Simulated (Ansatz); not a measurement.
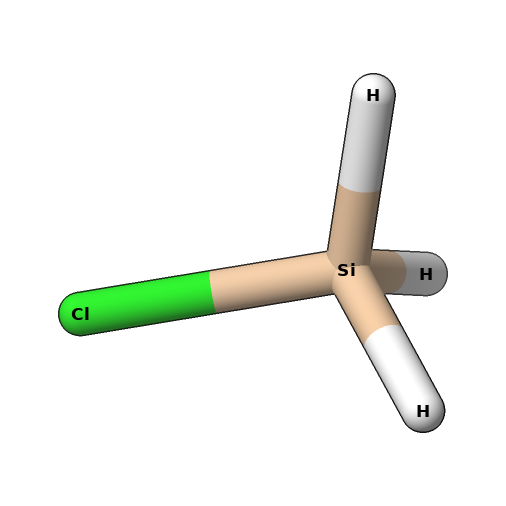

The geometry was computed by an optimisation with PBE0-D4/def2-TZVP.

**Count the atoms of each element.**

ClH₃Si, 5 atoms: 1 chlorine, 3 hydrogen and 1 silicon.

**How many sets of symmetry-equivalent atoms are there?**

3: 1 Si, 3 H, 1 Cl.

The parts below concern this one geometry. Atoms keep their numbers from picture to picture.

**Geometry**

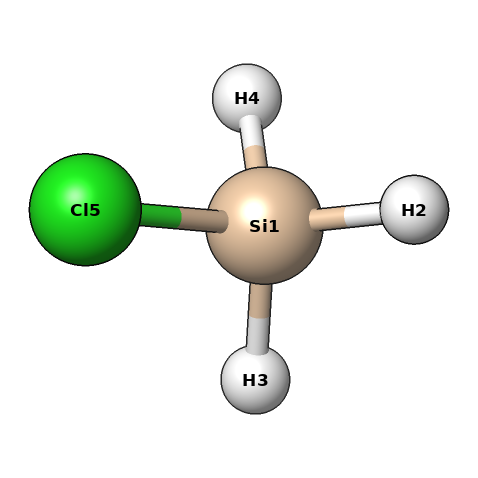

Numbered structure.

Estimate the angles H2–Si1–H3, H2–Si1–Cl5.

| angle | degrees |
| --- | --- |
| H2–Si1–H3 | 110.4 |
| H2–Si1–Cl5 | 108.5 |

**Electronic properties**

Level of theory: RKS PBE0-D4/def2-TZVP (Ansatz 0.2.0).

Predict the main results.

- dipole moment: 1.26 D
- harmonic zero-point energy: 68.6 kJ/mol

**Vibrations**

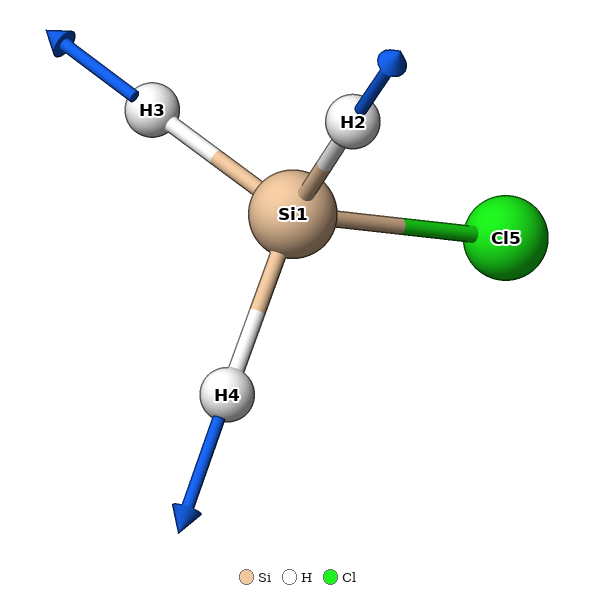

The arrows show one normal mode. Harmonic vibrations computed with RKS PBE0-D4/def2-TZVP (Ansatz 0.2.0) at a stationary point of the same level.

**Describe the motion.**

Mostly in-phase stretching of 3 Si–H bonds.

**At what wavenumber does it lie?**

2249 cm⁻¹; it is mode 7 of 9 counted from the lowest.

**Charges**

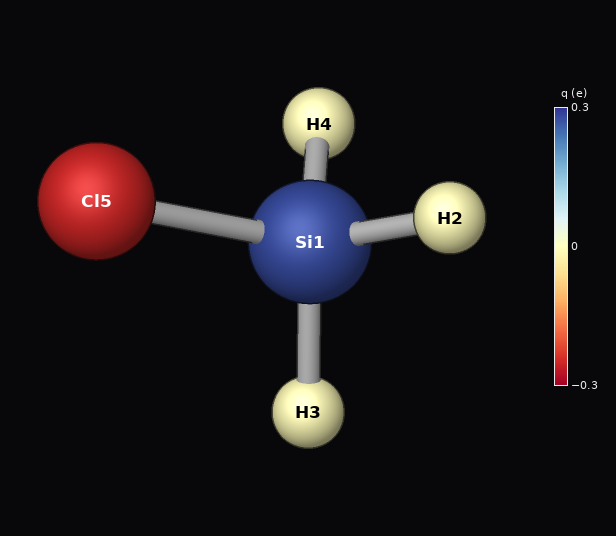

Atoms are coloured by their Mulliken charges. Method: RKS PBE0-D4/def2-TZVP (Ansatz 0.2.0).

Give the Mulliken charges atom by atom.

| atom | value (e) |
| --- | --- |
| Si1 | 0.28 |
| H2 | −0.01 |
| H3 | −0.01 |
| H4 | −0.01 |
| Cl5 | −0.25 |

Mulliken values depend strongly on the basis set and can even reverse the polarity of a bond.
